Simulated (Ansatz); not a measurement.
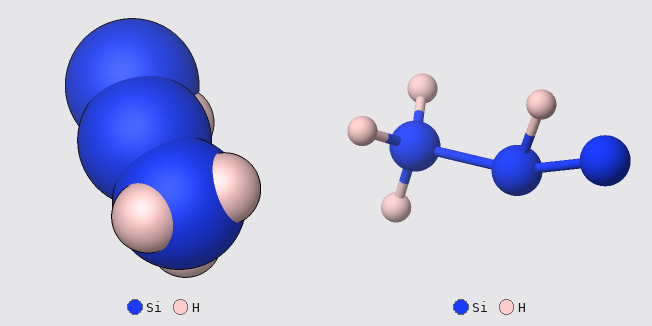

Two views of one molecule.

Description:

The molecule is Si₃H₄. This geometry has Cs symmetry. Coordination, clear cases only: 1 Si tetrahedral.

More results for the same structure follow; atom numbers are the same in all pictures, views and colours differ. The geometry was computed by an optimisation with PBE0-D4/def2-TZVP. No frequency run is at hand to confirm it as a minimum.

Shape

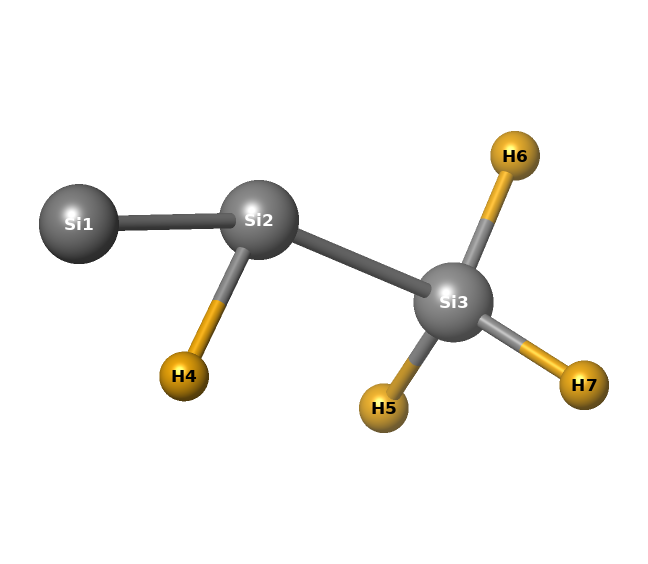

The atoms are numbered. No frequency run is at hand to confirm it as a minimum.

Which atoms are bonded, and how long are the bonds?

| bond | length (Å) |
| --- | --- |
| Si1–Si2 | 2.109 |
| Si2–Si3 | 2.338 |
| Si2–H4 | 1.638 |
| Si3–H5 | 1.485 |
| Si3–H6 | 1.486 |
| Si3–H7 | 1.485 |

Dipole moment

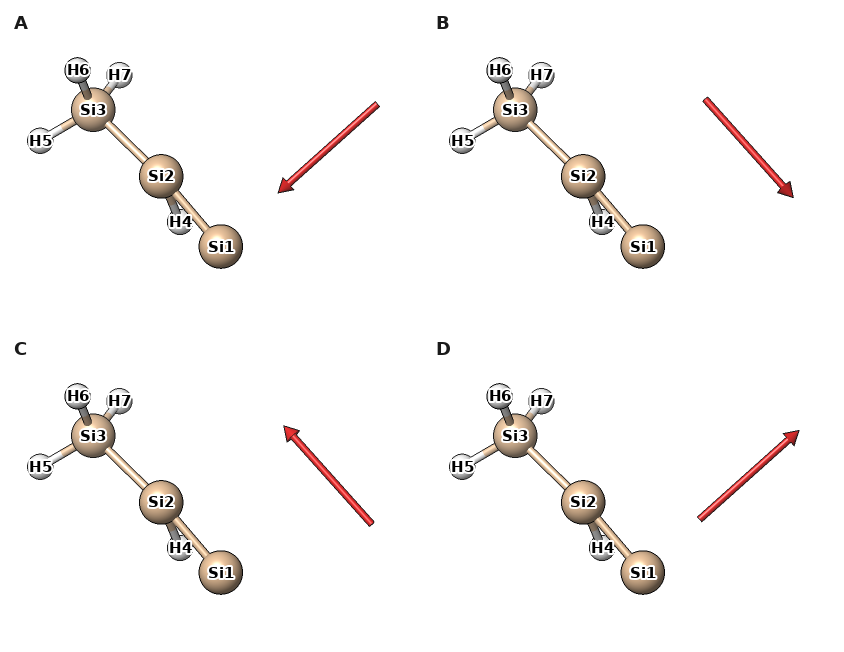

The same molecule four times, each with an arrow. No frequency run is at hand to confirm it as a minimum. Level of theory: RKS PBE0-D4/def2-TZVP (Ansatz 0.2.0).

Which arrow points along the dipole moment, from the negative to the positive end?

Answer. C. The dipole moment is 1.51 D; it points from the side of Si1 to the side of H6 (the outermost atoms at the two ends).

Electronic properties

No frequency run is at hand to confirm it as a minimum. Properties computed with RKS PBE0-D4/def2-TZVPP (Ansatz 0.2.0).

Estimate the HOMO energy (Kohn–Sham orbital).

Answer. −5.98 eV.

What is the LUMO energy (Kohn–Sham orbital)?

Answer. −2.13 eV.

Estimate the dispersion correction.

Answer. −15.0 kJ/mol.

Charges

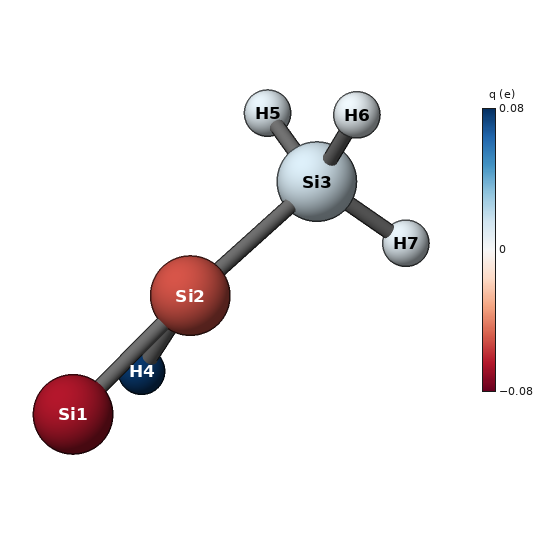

Atoms are coloured by their Mulliken charges. No frequency run is at hand to confirm it as a minimum. Properties computed with RKS PBE0-D4/def2-TZVP (Ansatz 0.2.0).

Which atom carries the highest charge (most positive or least negative)?

Answer. H4 (0.08 e).

And the lowest?

Answer. Si1 (−0.06 e).

Give the Mulliken charges atom by atom.

| atom | value (e) |
| --- | --- |
| Si1 | −0.06 |
| Si2 | −0.05 |
| Si3 | 0.01 |
| H4 | 0.08 |
| H5 | 0.01 |
| H6 | 0.01 |
| H7 | 0.01 |

Mulliken values depend strongly on the basis set and can even reverse the polarity of a bond.
